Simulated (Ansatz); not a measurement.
CuHNOSi (SMILES [O][Si]1=[NH+][Cu-]1) (doublet)

```yaml
atoms:
  - { symbol: Cu, position_ang: [0.8404, -1.4655, -2.1777] }
  - { symbol: N, position_ang: [0.7919, -1.3464, -0.2736] }
  - { symbol: O, position_ang: [-2.2296, -1.6269, 0.1216] }
  - { symbol: Si, position_ang: [-0.8427, -1.5673, -0.5482] }
  - { symbol: H, position_ang: [1.2971, -0.7967, 0.4231] }
```

Geometry: B3LYP-D3(BJ)/def2-SVP.

All numbers below come from isolated molecule in a Gaussian basis; Kohn-Sham density functional theory, functional PBE0 in Ansatz.

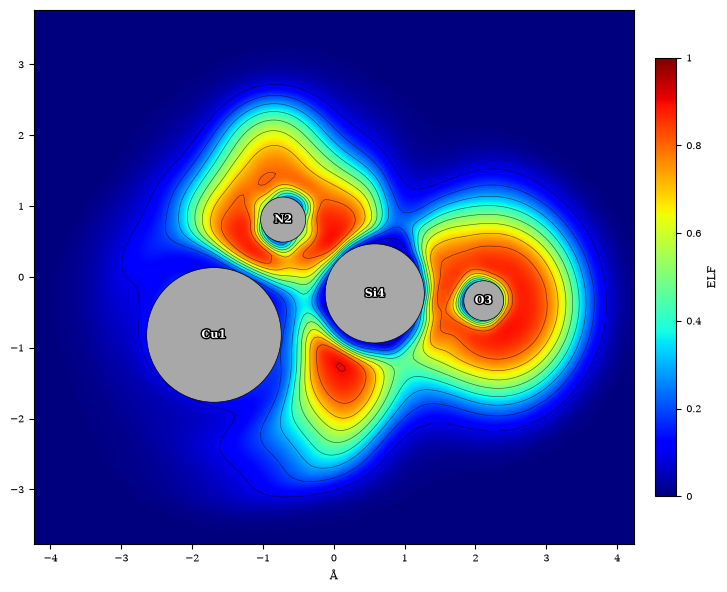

Figure 1. ELF on the plane of atoms Cu1, Si4 and O3. Grey discs cover the atomic cores.

**Read the bonding off the picture.**

- The plane passes through Cu, N, O and Si nuclei.
- Si–O (1.54 Å): the ELF peaks at about 0.80 between the atoms; a polar covalent bond.
- Si–N (1.67 Å): the ELF peaks at about 0.85 between the atoms: a short, strongly polar bond.
- Cu–N (1.91 Å): the ELF peaks at about 0.85 in the valence shell of N, 0.6 Å from its nucleus, and is about 0.20 at the midpoint.
- Cu–Si (2.34 Å): the ELF is about 0.30 at the midpoint.
- The ELF also peaks beside O3, away from the bonds: non-bonding electrons, paired or unpaired.

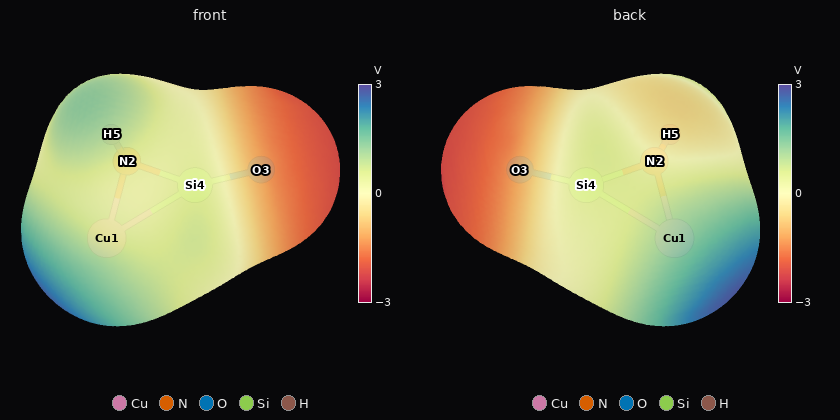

Figure 2. The electrostatic potential painted on the density surface at 0.001 e/bohr³, seen from the front and from behind; red is negative and blue positive.

**Describe the electrostatic potential map.**

The most negative region (about −2.2 V) lies over O3, the most positive (about +2.8 V) over Cu1. O3 is the likeliest acceptor of a hydrogen bond.

**How polar is the molecule by this calculation?**

Its dipole moment is 6.50 D.

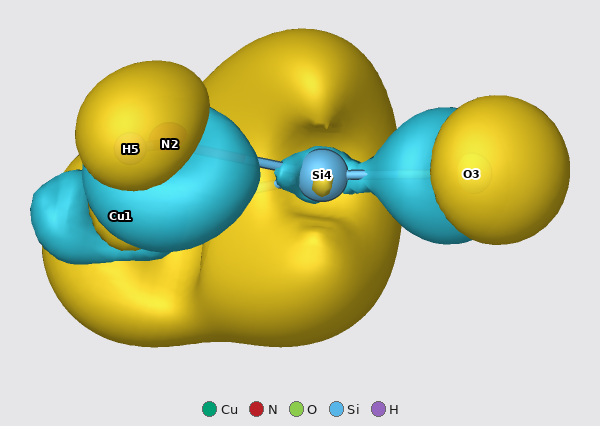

Figure 3. The HOMO (α) at ±0.1 Å⁻³ᐟ² (yellow and cyan are the two phases), seen from one side.

**What is the character of this orbital?**

It lies mainly on Si4 (about 35 %), Cu1 (about 30 %), O3 (about 15 %) and N2 (about 15 %). Its energy is −6.39 eV.
